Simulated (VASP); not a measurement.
Band structure of ZrSi (relaxed from the CsCl type structure, space group Pm-3m). All values below come from PBE GGA, VASP's PBE PAW potentials (set 64) (plane waves; VASP).

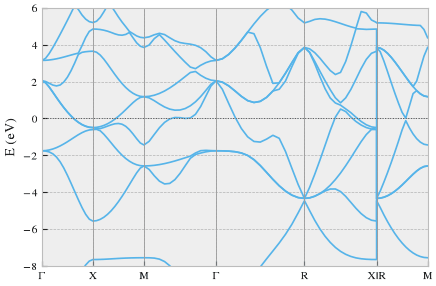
Figure: Bands along high-symmetry lines, zero at the valence-band maximum or, without a gap, the Fermi level

Task: Read the plot: is there a gap, and where are the band edges?

Result: It has no gap at this level: it comes out as a metal or semimetal. (Edges off the drawn lines would not show.)

The structure was generated: ZrSi was put into the CsCl type type (Pm-3m), which need not be its known phase. It was relaxed first, which changed the volume by -29 %.
